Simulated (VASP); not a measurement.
Band structure of NiAl (space group Pm-3m). All values below come from PBE GGA, VASP's PBE PAW potentials (set 64) (plane waves; VASP).

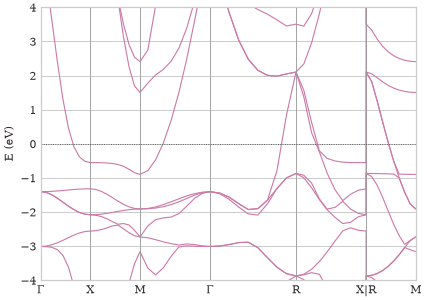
*Bands along high-symmetry lines, zero at the valence-band maximum or, without a gap, the Fermi level*

**Question.** Read the plot: is there a gap, and where are the band edges?

**Answer.** It has no gap at this level: it comes out as a metal or semimetal.

The structure is a typed NiAl crystal. The cell was not relaxed at this level. The run is not spin-polarised, so no magnetic state was tried. The electron count is odd and the run is not spin-polarised, which forces a metal.
